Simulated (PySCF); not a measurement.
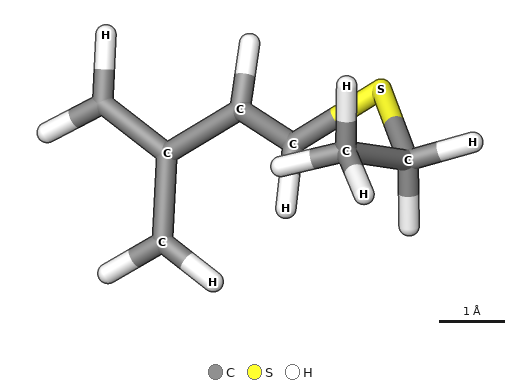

Fig. 1: The input geometry (stick view, seen at a tilt). Bond lengths as drawn: C–C 1.33 to 1.52 Å, C–H 1.07 to 1.09 Å and C–S 1.75 to 1.83 Å.

C7H11S: EPR calculation

- system: C7H11S, multiplicity 2
- method: UKS B3LYP, pcH-1 on C H S, non-relativistic, mean-field spin-orbit, GIAO (PySCF 2.14.0)

It belongs to a series of runs on one base structure; here: H removed from sp3 C.

**Log**
```
UKS, coarse grid
  cycle   1  E = -671.44892065  |g| = 3.37e-01
  cycle   2  E = -671.43802722  |g| = 3.61e-01
  cycle   3  E = -671.50484025  |g| = 8.15e-02
  cycle   4  E = -671.50765116  |g| = 4.67e-02
  cycle   5  E = -671.50877140  |g| = 1.11e-02
  cycle   6  E = -671.50885997  |g| = 6.11e-03
  cycle   7  E = -671.50889937  |g| = 2.76e-03
  cycle   8  E = -671.50890870  |g| = 1.76e-03
  cycle   9  E = -671.50891270  |g| = 6.51e-04
UKS, final grid
  cycle   1  E = -671.50893207  |g| = 8.09e-04
  cycle   2  E = -671.50893178  |g| = 1.29e-03
  cycle   3  E = -671.50893271  |g| = 1.89e-04
  cycle   4  E = -671.50893280  |g| = 1.64e-04
  cycle   5  E = -671.50893288  |g| = 6.60e-05
  cycle   6  E = -671.50893288  |g| = 1.83e-05
E = -671.50893288 Eh   <S^2> = 0.7874 (exact 0.7500)
g shifts (ppm)      1          2          3
  rmc          -133       -133       -133
  gc              4         28         29
  oz_so         -60        387        497
  total        -190        282        393
hyperfine (MHz)  atom isotope    a_iso     a_fc   dipolar eigenvalues
    0   13C      57.53      57.61    -54.73    -53.10    107.83
    1   13C     -49.50     -49.53    -28.03     11.54     16.49
    2   13C      55.32      55.39    -51.70    -50.06    101.76
    3   13C      10.66      10.66     -4.39     -2.91      7.30
    4   13C      -9.71      -9.68    -12.48      5.82      6.65
    5   33S      -0.58      -0.62     -3.83      1.53      2.30
    6   13C       0.03       0.03     -0.18     -0.00      0.18
    7   13C      -0.35      -0.35     -0.25      0.03      0.22
    8    1H     -42.12     -42.13    -22.91     -1.89     24.80
    9    1H     -43.90     -43.91    -27.03     -0.27     27.29
   10    1H     -39.78     -39.79    -21.40     -1.98     23.38
   11    1H     -41.76     -41.77    -25.24     -0.49     25.73
   12    1H      -6.30      -6.30     -2.11     -1.58      3.69
   13    1H       5.16       5.17     -4.69     -2.03      6.72
   14    1H       0.07       0.07     -0.21     -0.12      0.33
   15    1H      -0.32      -0.31     -0.53     -0.26      0.79
   16    1H       0.04       0.04     -0.60     -0.24      0.84
   17    1H      -0.10      -0.10     -0.29     -0.18      0.46
   18    1H      -0.10      -0.10     -0.25     -0.15      0.41
```

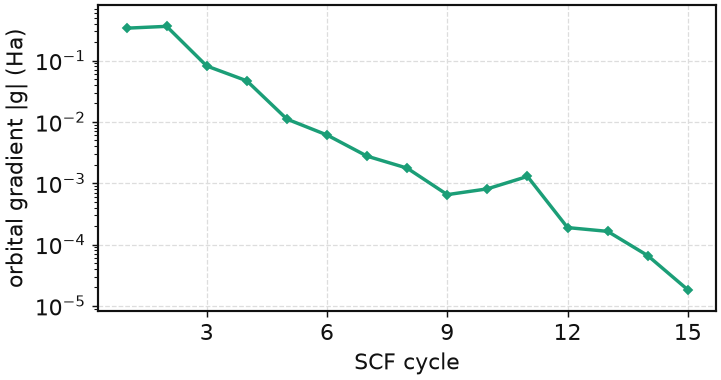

Fig. 2: Convergence of the self-consistent field: orbital gradient |g| against the SCF cycle. All cycles printed in the log are drawn one after another.

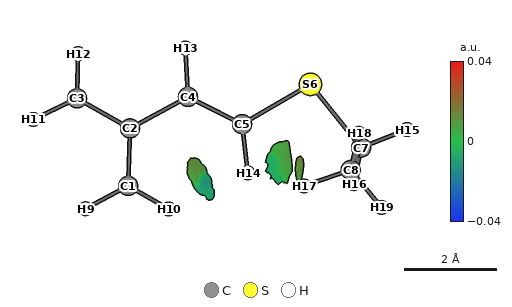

Fig. 3: Non-covalent interaction (NCI) plot: the surface where the reduced density gradient is 0.6, for densities under 0.05 a.u., coloured by sign(λ₂)ρ; seen at a tilt.

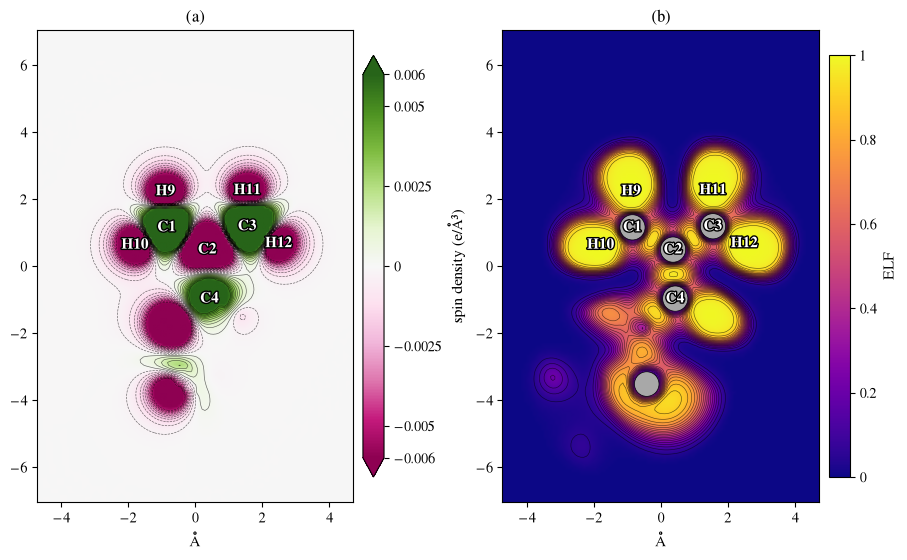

Fig. 4: (a) spin density (α minus β); (b) electron localisation function on the plane of atoms H9, C1 and H10. Grey discs, where drawn, cover atomic cores. The section cuts through C and H sites. C–C (1.38 Å): the ELF peaks at about 0.95 between the atoms (a covalent bond). The unpaired spin (1 electron) lies mostly on C1 (about 0.5) and C3 (about 0.4), in electrons by Hirshfeld's partition.

This output came from the following input.

**Input**
```
{"job": {"kind": "epr", "basis": "pcH-1"}, "charge": 0, "multiplicity": 2}
C     -2.639910    -0.724392    -0.468554
C     -2.293139     0.243269     0.455437
C     -3.144578     0.576258     1.492411
C     -1.019065     0.960445     0.363338
C      0.058540     0.524725    -0.286390
S      1.548665     1.436270    -0.400359
C      2.668937     0.139448    -1.040091
C      3.063603    -0.852807     0.037040
H     -3.572300    -1.252245    -0.382323
H     -2.016345    -0.960302    -1.310037
H     -4.089081     0.077561     1.612991
H     -2.886243     1.333532     2.209651
H     -0.966807     1.902165     0.891057
H      0.084129    -0.420667    -0.805754
H      3.538781     0.675917    -1.417429
H      2.163570    -0.349194    -1.873523
H      2.185341    -1.350585     0.443611
H      3.576189    -0.343531     0.849622
H      3.729911    -1.606616    -0.378162
```

The first line tells a small driver script what to run in PySCF; the rest is the geometry in Å.

Launch command:
```bash
OMP_NUM_THREADS=1 python <driver script> task.json out
```

**Results in brief**

| quantity | value |
| --- | --- |
| outcome | converged |
| total energy | −671.508933 hartree |
| ⟨S²⟩ | 0.787 |
| isotropic g | 2.0025 |
| hardware | 1 CPU thread, shared host |
| wall time | 1.7 min |
| peak memory | 1.1 GiB |
